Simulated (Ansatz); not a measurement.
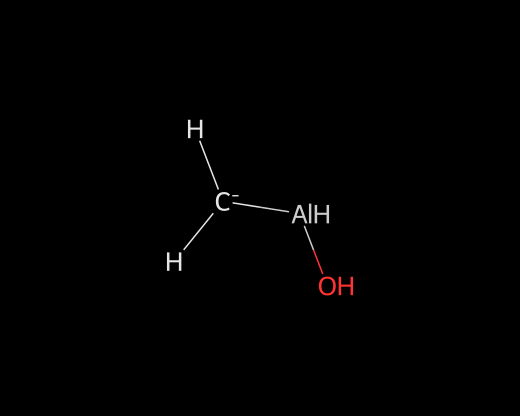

Structural formula above. The species has charge −1 and is a spin singlet. Computed geometry: PBE0-D4/def2-TZVPD optimisation. No frequency run is at hand to confirm it as a minimum.

Describe the 3D structure.

Formula CH4AlO(-). As SMILES it reads `[CH2-][AlH][OH]`. This geometry has Cs symmetry. All atoms lie on one plane. Coordination: 1 C trigonal planar; 1 Al trigonal planar; 1 O bent.

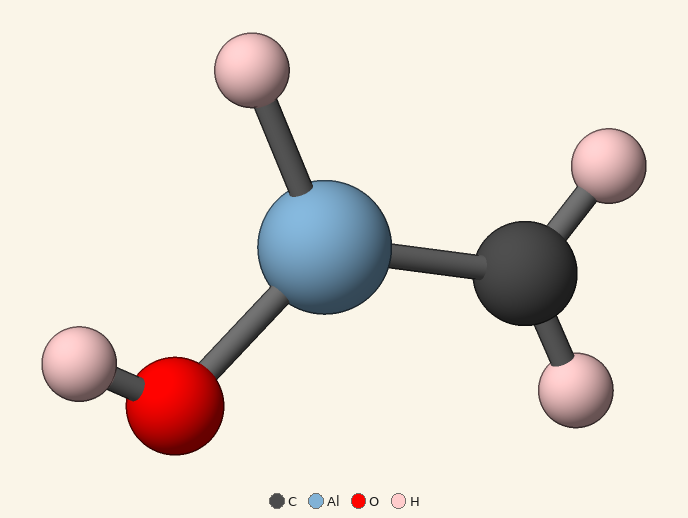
